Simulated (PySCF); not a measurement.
**[PbH3(H2O)]+: a change of charge**

How does [PbH3(H2O)]+ respond at fixed geometry? The runs cover a change of charge. The species was built from a template and needn't be a known compound.

The runs use PySCF 2.14.0; PBE0, Pb def2-SVP with ECP60, H def2-SVP, O def2-SVP; scalar-relativistic core potentials, no spin–orbit coupling.

1 further run of the same task is left out (for a known fault of the program).

## (1) Where the work starts

7 atoms, charge 1, spin multiplicity 1.

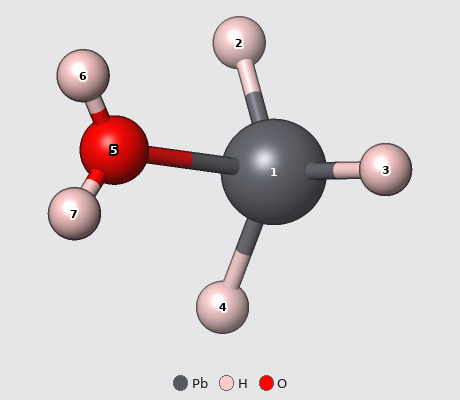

The geometry (lead dark grey, hydrogen pink, oxygen red); atoms are numbered from 1 in the order of the file.

Coordinates:

| atom | x (Å) | y (Å) | z (Å) |
| --- | --- | --- | --- |
| Pb1 | 0.2558 | -0.2676 | 0.2676 |
| H2 | 1.0361 | 1.0779 | 1.0409 |
| H3 | -1.0670 | -1.0634 | 1.0634 |
| H4 | 1.0361 | -1.0409 | -1.0779 |
| O5 | -1.0687 | 1.1127 | -1.1127 |
| H6 | -1.4307 | 1.9777 | -0.8725 |
| H7 | -1.4307 | 0.8725 | -1.9777 |

Formal oxidation states: Pb +4. An earlier session relaxed this geometry at PBE0, Pb def2-SVP with ECP60, H def2-SVP, O def2-SVP (singlet, point group Cs).

Its energy there is -270.636137 Eh.

## (2) One electron removed, multiplicity 2

Input file run.py (the lines that set the calculation):

```python
mol = gto.M(atom='''
Pb     0.25579    -0.26764     0.26764
H      1.03611     1.07787     1.04088
H     -1.06699    -1.06343     1.06343
H      1.03611    -1.04088    -1.07787
O     -1.06865     1.11274    -1.11274
H     -1.43068     1.97774    -0.87248
H     -1.43068     0.87248    -1.97774''',
    basis={'Pb': 'def2-SVP', 'H': 'def2-SVP', 'O': 'def2-SVP'},
    ecp={'Pb': 'def2-SVP'},
    charge=2, spin=1)
mf = dft.UKS(mol, xc='PBE0')
mf.grids.atom_grid = (50, 194)
mf = mf.density_fit()  # fitting sets: Pb def2-universal-JKFIT, H def2-universal-JKFIT, O def2-universal-JKFIT
mf.conv_tol = 1e-08; mf.max_cycle = 55
mf.kernel(dm0)  # dm0: the density of the relaxed state
```

Run with:

```
$ OMP_NUM_THREADS=2 python run.py
```

What it wrote:

```text
init E= -270.644722714161
  HOMO = -0.532166721274  LUMO = -0.525299889646  gap/eV = 0.18686
cycle= 1 E= -269.994557358309  delta_E= 0.65  |g|= 0.154  |ddm|= 0.581
  HOMO = -0.784312817376  LUMO = -0.746110018556  gap/eV = 1.03955
cycle= 2 E= -270.011748422798  delta_E= -0.0172  |g|= 0.0955  |ddm|= 0.456
  HOMO = -0.774051957152  LUMO = -0.708230238976  gap/eV = 1.79110
cycle= 3 E= -270.018383471065  delta_E= -0.00664  |g|= 0.0215  |ddm|= 0.176
  HOMO = -0.769239709485  LUMO = -0.702228560538  gap/eV = 1.82347
cycle= 4 E= -270.0185266678  delta_E= -0.000143  |g|= 0.0219  |ddm|= 0.0421
  HOMO = -0.768161045398  LUMO = -0.700100661797  gap/eV = 1.85202
cycle= 5 E= -270.018739055754  delta_E= -0.000212  |g|= 0.0127  |ddm|= 0.0319
  HOMO = -0.769743165515  LUMO = -0.699287863071  gap/eV = 1.91719
cycle= 6 E= -270.018831371126  delta_E= -9.23e-05  |g|= 0.00259  |ddm|= 0.0138
  HOMO = -0.769802725235  LUMO = -0.69902939324  gap/eV = 1.92584
cycle= 7 E= -270.018840247646  delta_E= -8.88e-06  |g|= 0.0017  |ddm|= 0.0069
  HOMO = -0.770060700327  LUMO = -0.698965954075  gap/eV = 1.93459
cycle= 8 E= -270.018842237188  delta_E= -1.99e-06  |g|= 0.000994  |ddm|= 0.00316
  HOMO = -0.770140333884  LUMO = -0.698947400555  gap/eV = 1.93726
cycle= 9 E= -270.018842822707  delta_E= -5.86e-07  |g|= 0.000163  |ddm|= 0.00141
  HOMO = -0.77016126056  LUMO = -0.698951085432  gap/eV = 1.93773
cycle= 10 E= -270.018842841013  delta_E= -1.83e-08  |g|= 3.56e-05  |ddm|= 0.000274
  HOMO = -0.770165698464  LUMO = -0.698952121191  gap/eV = 1.93782
cycle= 11 E= -270.018842842534  delta_E= -1.52e-09  |g|= 6.49e-06  |ddm|= 8.66e-05
  HOMO = -0.770166054729  LUMO = -0.698951770932  gap/eV = 1.93784
Extra cycle  E= -270.018842842596  delta_E= -6.29e-11  |g|= 4.81e-06  |ddm|= 1.53e-05
converged SCF energy = -270.018842842596  <S^2> = 0.76047656  2S+1 = 2.0104493
```

Run time: 1.9 s. Hardware: 2 threads of Intel Xeon Platinum 8488C (Sapphire Rapids), shared host.

Read off: E = -270.018843 Eh (+16.797 eV from the relaxed state), HOMO -20.96 eV, LUMO -19.02 eV (over both spins), ⟨S²⟩ = 0.760, Mulliken charge on Pb1 +0.90 e. 

## (3) One electron added, multiplicity 2

run.py (the lines that set the calculation), as its differences from that of step 2:

```diff
@@ -10,3 +10,3 @@
     ecp={'Pb': 'def2-SVP'},
-    charge=2, spin=1)
+    charge=0, spin=1)
 mf = dft.UKS(mol, xc='PBE0')
```

Run with:

```
$ OMP_NUM_THREADS=2 python run.py
```

What it wrote:

```text
init E= -270.643769519837
  HOMO = -0.249559212121  LUMO = -0.243698498892  gap/eV = 0.15948
cycle= 1 E= -270.794852545548  delta_E= -0.151  |g|= 0.144  |ddm|= 1.08
  HOMO = -0.0738829354286  LUMO = 0.00346593876599  gap/eV = 2.10477
cycle= 2 E= -270.80141465468  delta_E= -0.00656  |g|= 0.152  |ddm|= 0.642
  HOMO = -0.100021617078  LUMO = -0.0173294149531  gap/eV = 2.25017
cycle= 3 E= -270.812943802642  delta_E= -0.0115  |g|= 0.0196  |ddm|= 0.237
  HOMO = -0.105577165032  LUMO = -0.0209122723269  gap/eV = 2.30385
cycle= 4 E= -270.813093709535  delta_E= -0.00015  |g|= 0.0138  |ddm|= 0.0473
  HOMO = -0.106450795475  LUMO = -0.0214736481397  gap/eV = 2.31235
cycle= 5 E= -270.813174159675  delta_E= -8.05e-05  |g|= 0.00148  |ddm|= 0.012
  HOMO = -0.106501037877  LUMO = -0.0212827593035  gap/eV = 2.31891
cycle= 6 E= -270.813178555252  delta_E= -4.4e-06  |g|= 0.00048  |ddm|= 0.00731
  HOMO = -0.106473360274  LUMO = -0.0211689859094  gap/eV = 2.32125
cycle= 7 E= -270.813179156933  delta_E= -6.02e-07  |g|= 0.000228  |ddm|= 0.00481
  HOMO = -0.106470941935  LUMO = -0.0211738302556  gap/eV = 2.32105
cycle= 8 E= -270.813179249545  delta_E= -9.26e-08  |g|= 5.84e-05  |ddm|= 0.00157
  HOMO = -0.10647489391  LUMO = -0.0211817430187  gap/eV = 2.32094
cycle= 9 E= -270.813179267761  delta_E= -1.82e-08  |g|= 4.02e-05  |ddm|= 0.000946
  HOMO = -0.10647424326  LUMO = -0.0211863159407  gap/eV = 2.32080
cycle= 10 E= -270.813179275347  delta_E= -7.59e-09  |g|= 1.28e-05  |ddm|= 0.000742
  HOMO = -0.106474269846  LUMO = -0.0211874251988  gap/eV = 2.32077
Extra cycle  E= -270.813179276073  delta_E= -7.26e-10  |g|= 6.65e-06  |ddm|= 0.000154
converged SCF energy = -270.813179276073  <S^2> = 0.7527432  2S+1 = 2.0027413
```

Run time: 1.9 s. Hardware: 2 threads of Intel Xeon Platinum 8488C (Sapphire Rapids), shared host.

Read off: E = -270.813179 Eh (-4.818 eV from the relaxed state), HOMO -2.90 eV, LUMO -0.58 eV (over both spins), ⟨S²⟩ = 0.753, Mulliken charge on Pb1 -0.02 e. 

## (4) The states side by side

| state | energy from the relaxed state (eV) | ⟨S²⟩ | time |
| --- | --- | --- | --- |
| charge +1, singlet, vacuum (relaxed) | 0 | 0.00 |  |
| charge 0, doublet, vacuum | -4.82 | 0.75 | 1.9 s |
| charge +2, doublet, vacuum | 16.80 | 0.76 | 1.9 s |

An electron taken off or put on is at rest in vacuum. 

Removing an electron vertically costs 16.80 eV (doublet), against −HOMO = 14.48 eV. Adding an electron vertically releases 4.82 eV (doublet). These are double-zeta-type bases without diffuse functions. Spin–orbit coupling is left out.
